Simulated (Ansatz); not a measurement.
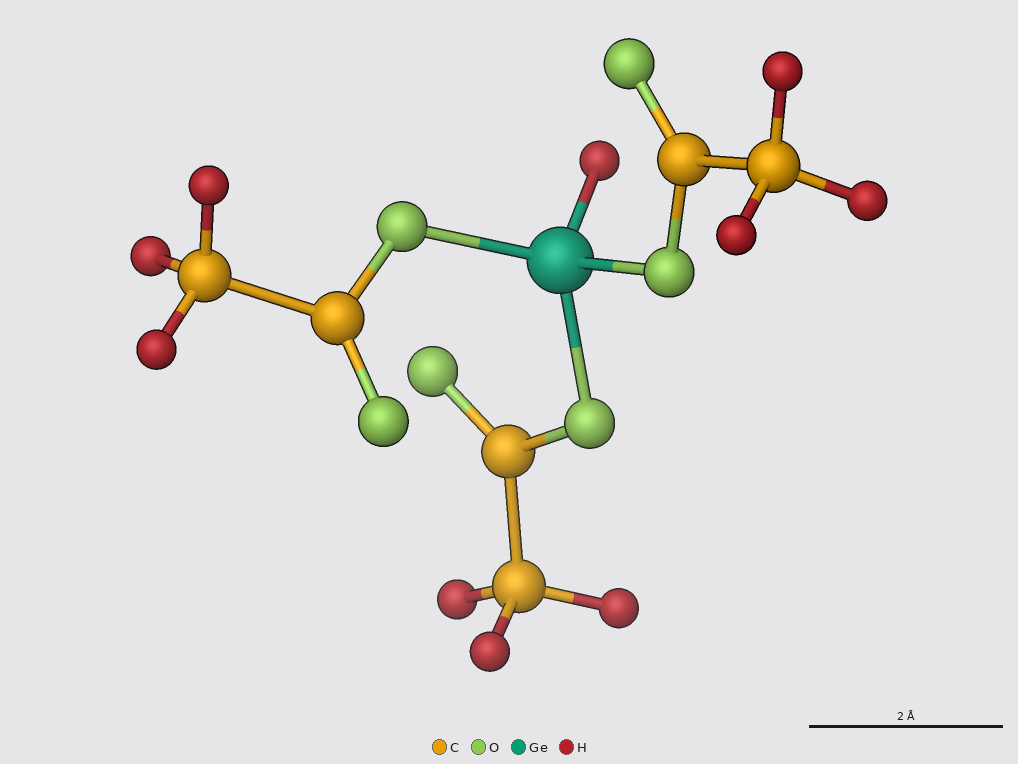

Starting geometry of the run.

The calculation was set up as follows.

```yaml
crystal:
  periodic: [false, false, false]
  atoms:
    - {symbol: C, position_ang: [1.940564, 2.674394, -2.319551]}
    - {symbol: C, position_ang: [1.005472, 2.300736, -1.216283]}
    - {symbol: O, position_ang: [0.802768, 2.955454, -0.220313]}
    - {symbol: O, position_ang: [0.386847, 1.139064, -1.421136]}
    - {symbol: Ge, position_ang: [-0.734331, 0.721531, -0.063868]}
    - {symbol: O, position_ang: [0.232633, 0.400269, 1.404619]}
    - {symbol: C, position_ang: [0.981580, -0.708276, 1.468129]}
    - {symbol: C, position_ang: [1.650615, -0.849449, 2.798286]}
    - {symbol: O, position_ang: [1.082368, -1.480590, 0.551560]}
    - {symbol: O, position_ang: [-1.430086, -0.726667, -0.901642]}
    - {symbol: C, position_ang: [-2.213095, -1.385737, -0.058497]}
    - {symbol: C, position_ang: [-2.790573, -2.640989, -0.618752]}
    - {symbol: O, position_ang: [-2.397728, -0.967270, 1.065063]}
    - {symbol: H, position_ang: [2.698862, 1.896825, -2.429854]}
    - {symbol: H, position_ang: [1.393015, 2.725939, -3.262483]}
    - {symbol: H, position_ang: [2.409382, 3.630540, -2.102258]}
    - {symbol: H, position_ang: [-1.778071, 1.780852, 0.220782]}
    - {symbol: H, position_ang: [2.291469, -1.727365, 2.798874]}
    - {symbol: H, position_ang: [2.231042, 0.048254, 3.017559]}
    - {symbol: H, position_ang: [0.888023, -0.939687, 3.574561]}
    - {symbol: H, position_ang: [-3.267937, -2.438814, -1.578508]}
    - {symbol: H, position_ang: [-3.502014, -3.070400, 0.081712]}
    - {symbol: H, position_ang: [-1.975905, -3.345213, -0.802301]}
basis:
  gaussian: {orbitals: STO-3G}
total_charge: -1
magnetization: {spin_polarized: true, initial_magnetization: 1}
hamiltonian: {xc: {name: PBE0-DH}}
```

It was started with:

```sh
ansatz run in.yaml --threads 11 --pin off --events-out ev --progress --plain --max-ram 174080MiB --backend cpu
```

Result:

```
Functional definition: PBE0-DH
  name "PBE0-DH"
  cite "Brémond & Adamo, J. Chem. Phys. 135, 024106 (2011) doi:10.1063/1.3604569"
  cite "Perdew, Burke & Ernzerhof, Phys. Rev. Lett. 77, 3865 (1996) doi:10.1103/PhysRevLett.77.3865"
  parameter a = 1/2
  parameter c = 1/8
  exchange = (1 - a)*pbe_x + a*exact_x
  correlation = (1 - c)*pbe_c + c*(mp2_os + mp2_ss)
1210 factors; integrals over basis functions are off by at most 4.4e-5 eV
mean field evaluation 1: about -74239.7347 eV, gradient 3.8e1 eV
mean field evaluation 2: about -74239.9269 eV, gradient 3.8e1 eV
mean field evaluation 4: about -74248.4288 eV, gradient 1.2e1 eV
mean field evaluation 8: about -74249.8252 eV, gradient 1.1e0 eV
mean field evaluation 16: about -74249.8364 eV, gradient 2.1e-2 eV
mean field evaluation 32: about -74249.4586 eV, gradient 2.1e0 eV
mean field evaluation 64: about -74249.6931 eV, gradient 2.0e-1 eV
mean field -74249.85416589 eV, -2728.6318122378 hartree, gradient 3.7e-6 eV, S^2 0.765296; 4 other end points of the search recorded, 0 dependent functions left out
21 core orbitals not correlated: weight in the atoms' cores, before any rotation towards them, 1.000 or more for the frozen orbitals, at most 0.000 for the correlated occupied ones
reference -74249.85418506 eV, -2728.6318129421 hartree; 43, 42 occupied and 24, 25 virtual orbitals, 1210 factors
second order -23.80001617 eV of doubles, -0.00000000 eV of singles
Total energy: -74252.82918708 eV, -2728.7411422499 hartree
```

The run converged.
